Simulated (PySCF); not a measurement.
Run report: C6H8FO2, EPR calculation

- system: C6H8FO2, multiplicity 2, SMILES C[CH]C(=C=O)COCF
- method: UKS B3LYP, pcH-1 on C F H O, non-relativistic, mean-field spin-orbit, GIAO (PySCF 2.14.0)

It belongs to a series of runs on one base structure; here: H removed from sp3 C.

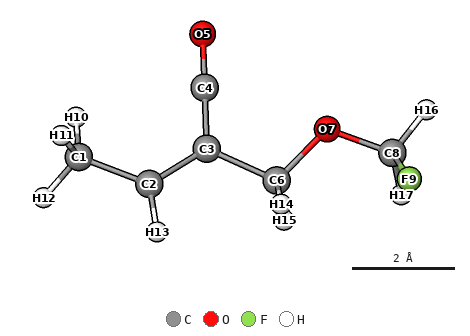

**Figure 1.** The structure (ball-and-stick view, seen at a tilt; atoms are numbered from 1 in the order of the input).

## The input
```
{"job": {"kind": "epr", "basis": "pcH-1"}, "charge": 0, "multiplicity": 2}
C     -3.032881    -0.326232    -0.138650
C     -1.603772    -0.701566    -0.295499
C     -0.546931     0.163688    -0.005757
C     -0.702713     1.411861     0.435995
O     -0.842474     2.502416     0.829162
C      0.882176    -0.296654    -0.212445
O      1.761560     0.570176     0.492898
C      3.084780     0.305058     0.299402
F      3.437723    -0.916811     0.829532
H     -3.153211     0.754948    -0.115228
H     -3.447108    -0.731276     0.789741
H     -3.627397    -0.732484    -0.956963
H     -1.365764    -1.706128    -0.599826
H      0.990077    -1.325073     0.155075
H      1.131122    -0.281307    -1.286185
H      3.661093     1.066049     0.835058
H      3.366723     0.255365    -0.767297
```

The first line tells a small driver script what to run in PySCF; the rest is the geometry in Å.

Run on 1 CPU thread, shared host.

Launch command:
```bash
OMP_NUM_THREADS=1 python <driver script> task.json out
```

## What the program printed
```
UKS, coarse grid
  cycle   1  E = -483.50011338  |g| = 7.18e-01
  cycle   2  E = -483.03886264  |g| = 1.36e+00
  cycle   3  E = -483.65704789  |g| = 2.64e-01
  cycle   4  E = -483.68358389  |g| = 7.37e-02
  cycle   5  E = -483.68559016  |g| = 2.10e-02
  cycle   6  E = -483.68580503  |g| = 7.31e-03
  cycle   7  E = -483.68583974  |g| = 4.00e-03
  cycle   8  E = -483.68585016  |g| = 1.52e-03
  cycle   9  E = -483.68585263  |g| = 6.65e-04
UKS, final grid
  cycle   1  E = -483.68584527  |g| = 1.10e-03
  cycle   2  E = -483.68584414  |g| = 2.11e-03
  cycle   3  E = -483.68584570  |g| = 2.89e-04
  cycle   4  E = -483.68584573  |g| = 5.89e-05
  cycle   5  E = -483.68584574  |g| = 3.03e-05
  cycle   6  E = -483.68584574  |g| = 1.56e-05
E = -483.68584574 Eh   <S^2> = 0.7635 (exact 0.7500)
g shifts (ppm)      1          2          3
  rmc          -180       -180       -180
  gc             44         -4         34
  oz_so       -4004        -55       1376
  total       -4139       -238       1230
hyperfine (MHz)  atom isotope    a_iso     a_fc   dipolar eigenvalues
    0   13C     -25.08     -25.08     -1.39      0.22      1.17
    1   13C      66.37      66.37    -62.00    -60.33    122.33
    2   13C     -40.80     -40.80    -14.02      4.13      9.89
    3   13C      20.38      20.38    -29.00    -26.52     55.52
    4   17O     -13.17     -13.17    -54.70     26.31     28.38
    5   13C       2.02       2.02     -0.77     -0.22      0.98
    6   17O      -0.69      -0.69     -0.51     -0.12      0.64
    7   13C       0.11       0.11     -0.25     -0.16      0.41
    8   19F       1.06       1.06     -0.52     -0.31      0.83
    9    1H      11.75      11.75     -3.77     -1.75      5.52
   10    1H      94.69      94.69     -3.89     -2.69      6.58
   11    1H      45.29      45.29     -3.69     -3.31      7.00
   12    1H     -49.35     -49.35    -29.96      0.66     29.30
   13    1H      -5.65      -5.65     -2.36     -1.62      3.98
   14    1H      -9.52      -9.52     -2.36     -1.02      3.38
   15    1H       0.00       0.00     -0.55     -0.48      1.03
   16    1H       0.50       0.50     -0.58     -0.50      1.08
```

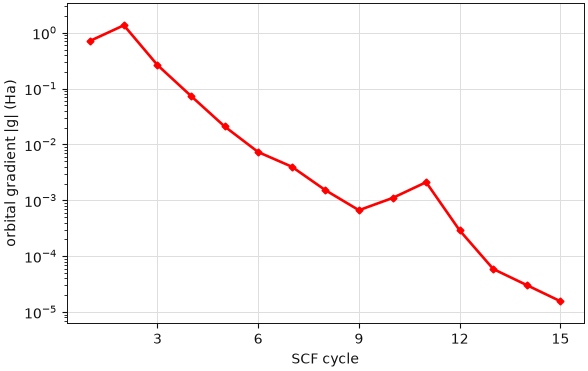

**Figure 2.** Convergence of the self-consistent field: orbital gradient |g| against the SCF cycle. All cycles printed in the log are drawn one after another.

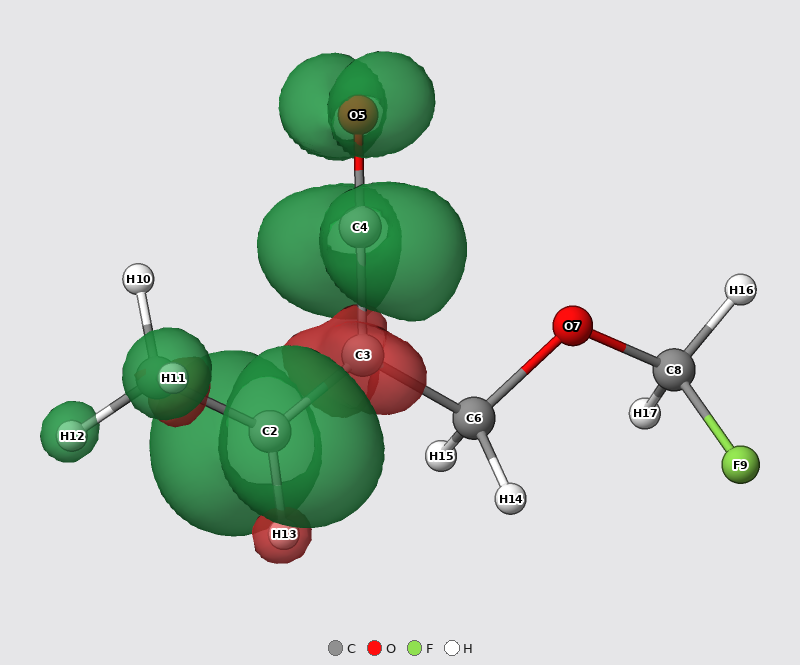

**Figure 3.** Isosurfaces of the spin density at +0.02 (green) and −0.02 e/Å³ (red), seen at a tilt. The unpaired spin (1 electron) lies mostly on C2 (about 0.5), C4 (about 0.2) and O5 (about 0.1), in electrons by Hirshfeld's partition.

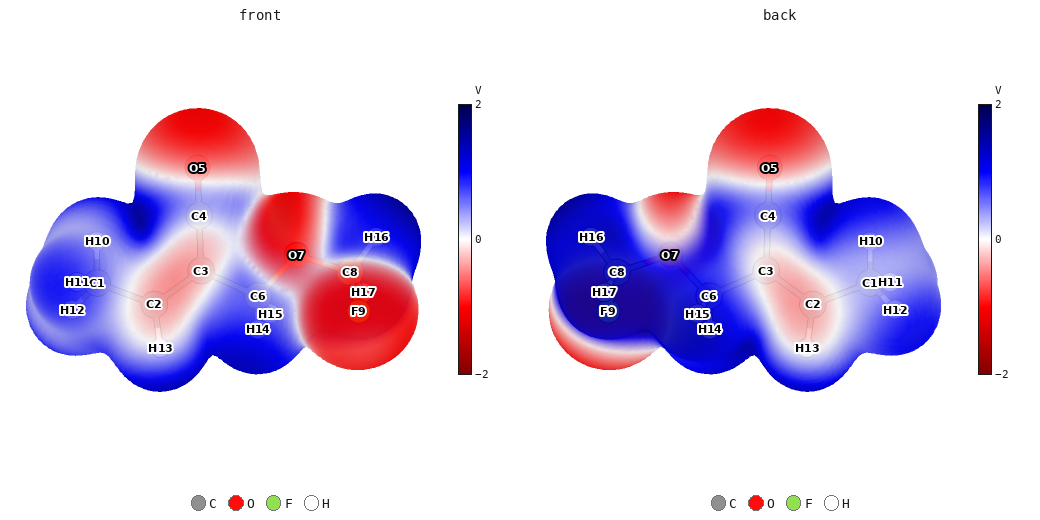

**Figure 4.** The electrostatic potential painted on the density surface at 0.004 e/bohr³, seen face on and from behind; red is negative and blue positive. A positive charge is drawn to the negative regions and a negative charge to the positive ones.

## Results in brief

- outcome: converged
- total energy: −483.685846 hartree
- ⟨S²⟩: 0.764
- isotropic g: 2.0013
- wall time: 2.6 min
- peak memory: 0.98 GiB
